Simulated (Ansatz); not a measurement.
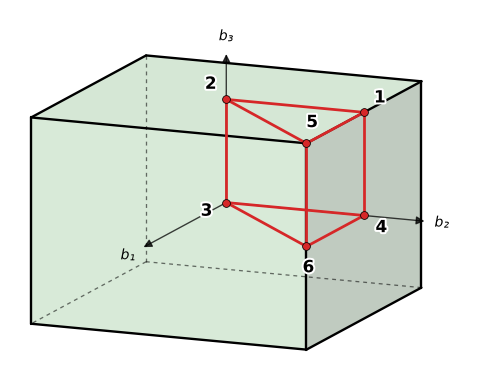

The first Brillouin zone of a primitive tetragonal lattice (tP; extended symbol tP1) is drawn with its special points numbered. Crystal: MgSnSb2, the geometry relaxed with DFT, HSE06, plane waves, PAW (Ansatz); the starting structure was generated, so it need not be a known form of this composition. All values are computed from the atomic coordinates in the standard setting (tolerance 0.002 Å).

a = 4.613 Å, b = 4.613 Å, c = 6.500 Å, α = 90.00°, β = 90.00°, γ = 90.00°.

Labels and path follow the convention of Hinuma et al. (2017), as computed by seekpath; the arrows show the directions of the reciprocal primitive vectors b₁, b₂, b₃, in which coordinates are given.

**Give the label and coordinates of each numbered point.**

```csv
no.,label,coordinates
1,R,"(0, 1/2, 1/2)"
2,Z,"(0, 0, 1/2)"
3,Γ,"(0, 0, 0)"
4,X,"(0, 1/2, 0)"
5,A,"(1/2, 1/2, 1/2)"
6,M,"(1/2, 1/2, 0)"
```
